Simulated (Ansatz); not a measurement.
**SiCl2 (SMILES Cl[Si]Cl): RPA@PBE/STO-3G**

Aim: the vertical singlet–triplet gap of SiCl2 at RPA@PBE/STO-3G, from 2 runs. 

Program for the calculation: Ansatz 0.2.0.

39 further runs of the same task are left out: 5 that didn't finish, 34 set aside as unsound or not needed.

## 1. The molecule

SiCl2 has 3 atoms, charge 0, and is taken as a singlet. As SMILES, `Cl[Si]Cl`. The coordinates come from a PBE0-D4/def2-TZVP relaxation.

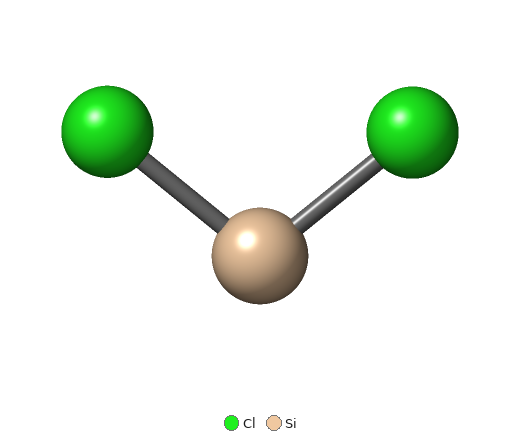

Viewed from a chosen angle; chlorine green, silicon light orange.

## 2. A single-point energy at RPA@PBE/STO-3G

File run.yaml:

```yaml
crystal:
  periodic: [false, false, false]
  atoms:
    - {symbol: Cl, position_ang: [0.293800, 1.603800, 0.338000]}
    - {symbol: Si, position_ang: [-0.770100, -0.010400, -0.422000]}
    - {symbol: Cl, position_ang: [0.476300, -1.593400, 0.084000]}
basis:
  gaussian:
    orbitals: STO-3G
hamiltonian:
  xc: {name: PBE}
correlation:
  method: rpa
  frozen_orbitals: {Cl: 5, Si: 5}
accuracy: high
```

Run with:

```bash
$ ansatz run run.yaml --threads 1 --pin off --max-ram 2610MiB --events-out events.jsonl --progress --plain --runs-dir runs
```

The log of the run:

```text
Warning: RAYON_NUM_THREADS=1 ignored (pool sized by the plan → 1); use --threads N
Functional definition: PBE
  name "PBE"
  parameter kappa = 0.804
  parameter beta = 0.06672455060314922
  exchange = pbe_x(kappa = kappa, mu = beta*pi^2/3)
  correlation = pbe_c(beta = beta)
481 factors; integrals over basis functions are off by at most 1.5e-8 eV
mean field evaluation 1: about -32542.4444 eV, gradient 2.2e1 eV
mean field evaluation 2: about -32542.4453 eV, gradient 2.2e1 eV
mean field evaluation 4: about -32545.2369 eV, gradient 1.1e0 eV
mean field evaluation 8: about -32545.2412 eV, gradient 2.3e-2 eV
mean field evaluation 16: about -32545.2412 eV, gradient 2.3e-8 eV
mean field -32545.24121305 eV, -1196.0155546229 hartree, gradient 2.3e-9 eV, S^2 0.000000; 0 other end points of the search recorded, 0 dependent functions left out
15 core orbitals not correlated: weight in the atoms' cores, before any rotation towards them, 0.999 or more for the frozen orbitals, at most 0.000 for the correlated occupied ones
reference -32512.72812182 eV, -1194.8207205581 hartree; 9, 9 occupied and 3, 3 virtual orbitals, 481 factors
Total energy: -32515.68833064 eV, -1194.9295062257 hartree
```

It took 1.9 s on 1 thread of Arm Neoverse V1, shared host; peak memory 0.1 GiB.

## 3. The triplet at the same level

Changes to run.yaml since step 2:

```diff
@@ -9,2 +9,5 @@
     orbitals: STO-3G
+magnetization:
+  spin_polarized: true
+  initial_magnetization: 2
 hamiltonian:
```

Run with:

```bash
$ ansatz run run.yaml --threads 1 --pin off --max-ram 2610MiB --events-out events.jsonl --progress --plain --runs-dir runs
```

The log of the run:

```text
Warning: RAYON_NUM_THREADS=1 ignored (pool sized by the plan → 1); use --threads N
Functional definition: PBE
  name "PBE"
  parameter kappa = 0.804
  parameter beta = 0.06672455060314922
  exchange = pbe_x(kappa = kappa, mu = beta*pi^2/3)
  correlation = pbe_c(beta = beta)
481 factors; integrals over basis functions are off by at most 1.5e-8 eV
mean field evaluation 1: about -32540.4099 eV, gradient 1.3e1 eV
mean field evaluation 2: about -32540.4095 eV, gradient 1.3e1 eV
mean field evaluation 4: about -32542.2760 eV, gradient 7.1e-1 eV
mean field evaluation 8: about -32542.2827 eV, gradient 1.9e-2 eV
mean field evaluation 16: about -32542.2827 eV, gradient 3.6e-8 eV
mean field evaluation 32: about -32539.7439 eV, gradient 1.6e-1 eV
mean field -32542.28272176 eV, -1195.9068320731 hartree, gradient 3.5e-8 eV, S^2 2.001554; 1 other end points of the search recorded, 0 dependent functions left out
15 core orbitals not correlated: weight in the atoms' cores, before any rotation towards them, 0.999 or more for the frozen orbitals, at most 0.000 for the correlated occupied ones
reference -32510.65883864 eV, -1194.7446758039 hartree; 10, 8 occupied and 2, 4 virtual orbitals, 481 factors
Total energy: -32512.87348015 eV, -1194.8260623782 hartree
```

It took 3.3 s on 1 thread of Arm Neoverse V1, shared host; peak memory 0.14 GiB.

## 4. Summary of results

Level: RPA@PBE/STO-3G, 15 core orbitals frozen.

| quantity | value |
| --- | --- |
| singlet: total energy | -1194.92951 Eh |
| singlet: RPA correlation energy (valence) | -108.8 mEh |
| triplet: total energy | -1194.82606 Eh |
| triplet: RPA correlation energy (valence) | -81.4 mEh |
| triplet: ⟨S²⟩ of the reference determinant | 2.002 |
| vertical energy of the triplet above the singlet | 2.815 eV |

What this shows: At this shape the triplet lies 2.81 eV (272 kJ/mol) above the singlet. In a minimal basis such a difference can be off by several eV, whatever the method.
